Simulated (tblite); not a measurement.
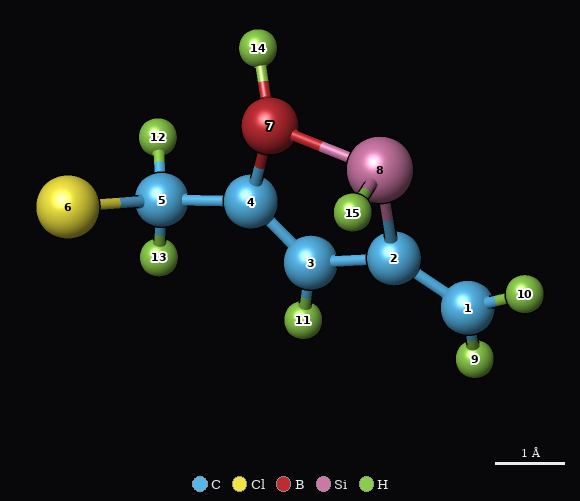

Starting structure of C$_{5}$H$_{7}$BClSi (multiplicity 2). A ball-and-stick model, seen from a free direction.

Computed with tblite 0.8.0, GFN2-xTB geometry optimisation, gas phase.

```xyz
15

C    -2.4850   -1.0876    0.3190
C    -1.4347   -0.3438    0.0424
C    -0.0327   -0.7122    0.2357
C     0.8492    0.1934    0.0871
C     2.3414   -0.0888    0.2713
Cl    3.2143    0.2842   -1.2402
B     0.3868    1.6273   -0.2642
Si   -1.5045    1.3700   -0.6324
H    -2.4223   -2.0891    0.7240
H    -3.4775   -0.6291    0.1160
H     0.2004   -1.7764    0.4873
H     2.7322    0.5103    1.1044
H     2.4995   -1.1449    0.5259
H     0.7958    2.5777    0.3037
H    -1.6674    1.3171   -2.1019
```

What does the optimiser find from here?

The largest move after the best rigid fit is that of H15, 1.64 Å. By element the largest moves are H 1.64 Å, Cl 0.79 Å, C 0.35 Å, Si 0.15 Å, B 0.12 Å. Among the contacts that change: C3–C4 1.273 → 1.366 Å, C2–Si8 1.843 → 1.901 Å, B7–Si8 1.944 → 1.890 Å, C4–C5 1.530 → 1.494 Å. Bond angles that change, for instance: B7–Si8–H15 107.5° → 154.1°, Si8–B7–H14 122.3° → 133.3°, C2–C1–H10 116.2° → 121.8°. Groups turn about C4–C5 by about 25°. The energy falls by 1.261 eV in 117 geometry steps. Cost: 0.84 s on 1 thread of Arm Neoverse V2, with other jobs on the host.

The structure at the end:

```xyz
15

C    -2.4164   -1.2252    0.0038
C    -1.3971   -0.3675   -0.0677
C    -0.0315   -0.7040    0.2690
C     0.9173    0.2721    0.1534
C     2.3415   -0.0626    0.4564
Cl    3.1937   -0.4839   -1.0790
B     0.4718    1.6749   -0.3323
Si   -1.3846    1.4543   -0.6122
H    -2.2877   -2.2486    0.3278
H    -3.4207   -0.9370   -0.2608
H     0.2037   -1.7081    0.5984
H     2.8860    0.7848    0.8710
H     2.4455   -0.9354    1.1026
H     1.1989    2.5833   -0.4519
H    -2.7250    1.9109   -1.0005
```

After the run, drawn alike:

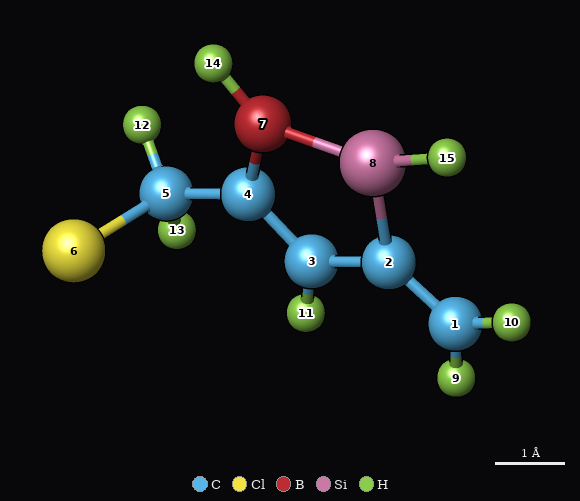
